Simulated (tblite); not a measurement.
# Saddle-point search of C4H4F2

System: C4H4F2, SMILES C=C(F)C(=C)F.
Method: GFN2-xTB saddle search (eigenvector following) and harmonic vibrations, gas phase (tblite 0.8.0).

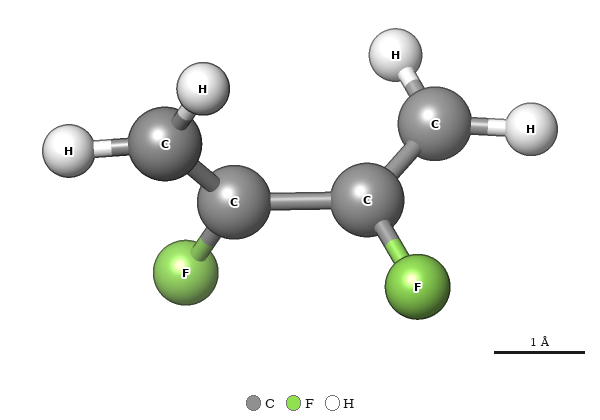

**Figure 1.** The structure as given in the input (ball-and-stick view, seen at a tilt). Bond lengths as drawn: C–C 1.32 to 1.48 Å, C–F 1.35 Å and C–H 1.07 to 1.08 Å.

The input:
```
{"job": {"xc": "GFN2-xTB", "basis": "xTB", "kind": "saddle"}, "charge": 0, "multiplicity": 1}
C      1.687026    -0.365870    -0.140697
C      0.688425     0.360196     0.324180
F      0.908998     1.618032     0.772278
C     -0.731130    -0.058440     0.420352
C     -1.650129     0.096279    -0.512891
F     -1.045730    -0.638693     1.601428
H      2.689431     0.022715    -0.168590
H      1.520749    -1.366230    -0.492088
H     -1.406190     0.566276    -1.446271
H     -2.661450    -0.234266    -0.357701
```

The first line tells a small driver script what to run in tblite; the rest is the geometry in Å.

Command:
```bash
OMP_NUM_THREADS=1 python <driver script> task.json out
```

Log:
```
step      E/eV     max force
  0    -544.19755   0.0401
  1    -544.19591   0.0569
  2    -544.19612   0.0114
  3    -544.19610   0.0014
lowest wavenumbers (cm-1): -67.9 204.6 211.3 328.2 458.0 614.2
```

Trajectory as extended XYZ (Å, eV, eV/Å), 4 frames, from step=0 to step=3:
```
10
Properties=species:S:1:pos:R:3:forces:R:3 step=0 energy=-544.19755
C     1.6870   -0.3659   -0.1407   -0.0250   0.0090   0.0300
C     0.6884    0.3602    0.3242    0.0160  -0.0020   0.0040
F     0.9090    1.6180    0.7723    0.0040   0.0130  -0.0220
C    -0.7311   -0.0584    0.4204    0.0000   0.0080   0.0060
C    -1.6501    0.0963   -0.5129    0.0100   0.0130   0.0120
F    -1.0457   -0.6387    1.6014    0.0090  -0.0350  -0.0090
H     2.6894    0.0227   -0.1686   -0.0040  -0.0010  -0.0020
H     1.5207   -1.3662   -0.4921   -0.0080  -0.0010  -0.0050
H    -1.4062    0.5663   -1.4463    0.0010  -0.0080  -0.0150
H    -2.6615   -0.2343   -0.3577   -0.0030   0.0040   0.0000
10
Properties=species:S:1:pos:R:3:forces:R:3 step=1 energy=-544.19591
C     1.6707   -0.3550   -0.1614   -0.0340   0.0060   0.0090
C     0.6896    0.3665    0.3473    0.0250   0.0000  -0.0020
F     0.9328    1.6013    0.8472   -0.0030  -0.0520  -0.0230
C    -0.7328   -0.0426    0.4375   -0.0250   0.0020  -0.0130
C    -1.6331    0.0737   -0.5205    0.0370   0.0030   0.0170
F    -1.0693   -0.5775    1.6349    0.0040   0.0170  -0.0430
H     2.6791    0.0180   -0.1871   -0.0040  -0.0030  -0.0010
H     1.4816   -1.3365   -0.5559    0.0030   0.0420   0.0190
H    -1.3701    0.5007   -1.4708   -0.0050  -0.0150   0.0390
H    -2.6482   -0.2486   -0.3712    0.0020   0.0010  -0.0020
10
Properties=species:S:1:pos:R:3:forces:R:3 step=2 energy=-544.19612
C     1.6683   -0.3529   -0.1649   -0.0060   0.0030   0.0020
C     0.6896    0.3661    0.3502    0.0040   0.0010   0.0000
F     0.9362    1.5959    0.8575    0.0000  -0.0110  -0.0030
C    -0.7332   -0.0407    0.4395   -0.0040   0.0000   0.0010
C    -1.6304    0.0700   -0.5212    0.0050   0.0000   0.0030
F    -1.0741   -0.5666    1.6386    0.0010   0.0050  -0.0100
H     2.6772    0.0183   -0.1902    0.0000   0.0000   0.0000
H     1.4767   -1.3307   -0.5644    0.0000   0.0060   0.0010
H    -1.3640    0.4907   -1.4722   -0.0010  -0.0040   0.0060
H    -2.6462   -0.2502   -0.3730    0.0000   0.0000   0.0000
10
Properties=species:S:1:pos:R:3:forces:R:3 step=3 energy=-544.19610
C     1.6697   -0.3541   -0.1620    0.0000   0.0000   0.0000
C     0.6895    0.3661    0.3480    0.0000  -0.0010  -0.0010
F     0.9336    1.5991    0.8481    0.0000   0.0010   0.0010
C    -0.7329   -0.0422    0.4379    0.0000   0.0000   0.0000
C    -1.6320    0.0728   -0.5202    0.0000   0.0000   0.0000
F    -1.0708   -0.5753    1.6344    0.0000   0.0000   0.0010
H     2.6781    0.0183   -0.1885    0.0000   0.0000   0.0010
H     1.4797   -1.3341   -0.5564    0.0000  -0.0010   0.0000
H    -1.3677    0.4986   -1.4693    0.0000   0.0000   0.0000
H    -2.6473   -0.2491   -0.3719    0.0000   0.0000   0.0000
```

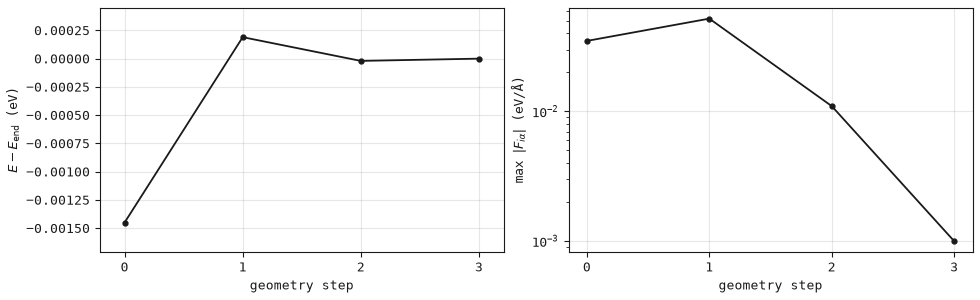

**Figure 2.** Progress of the saddle-point search, step by step (steps are counted from 0).

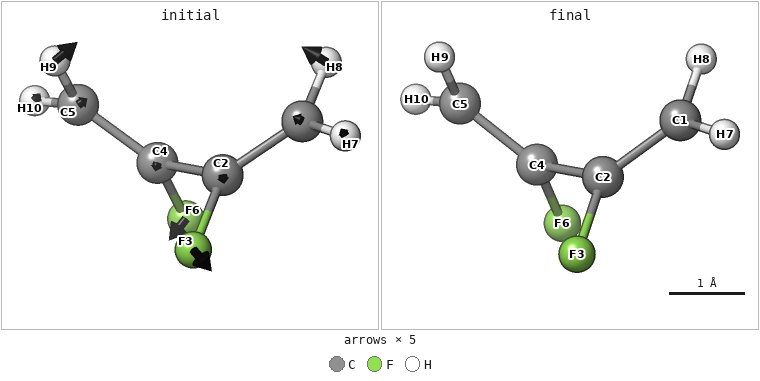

**Figure 3.** Before (left) and after (right) the saddle-point search, at one scale (ball-and-stick view, seen at a tilt). The black arrows give the displacements, magnified 5 times. The energy rises by 0.001 eV in 3 geometry steps. Largest force component: 0.035 eV/Å at the start, 0.001 eV/Å at the end. H8 moves most after the best rigid fit: 0.083 Å. Largest moves by element: H 0.083 Å, F 0.082 Å, C 0.031 Å. (Atoms are counted from 1 in the order of the input.)

Results in brief:

```tsv
quantity	value
outcome	converged
total energy	−544.1961 eV
point group	C2
hardware	1 CPU thread, shared host
wall time	0.56 s
peak memory	0.19 GiB
```
